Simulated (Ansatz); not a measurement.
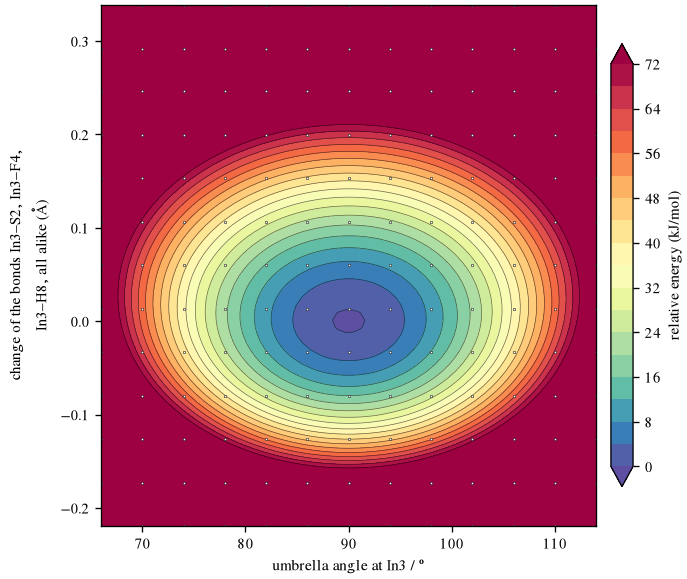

CH₄FInS, SMILES C[S][InH][F]. First axis: umbrella angle at In3 (between each of its bonds and their common axis; 90 is planar). Second axis: change of the bonds In3–S2, In3–F4, In3–H8, all alike. Nothing is relaxed (all other coordinates rigid). Grid: 13 × 13 points. Points are written as (first, second). Energies are in kJ/mol, from the lowest grid point. Method: Ansatz 0.2.0, RKS SPW92 (LDA)/def2-TZVP.

Drawn: filled contours, dots at the grid points, one colour for all values above the top of the scale. Between grid points the surface is interpolated.

**Estimate the position of the minimum and the force constants in these coordinates.**

The interpolated minimum is at the first coordinate ≈ 90.0°, the second coordinate ≈ 0.000 Å. The curvatures there are about 10 eV/rad² and 47 eV/Å², with a cross term of about 0 eV/(rad·Å). Round the minimum the two coordinates are nearly uncoupled. (1 eV is 96.5 kJ/mol.)
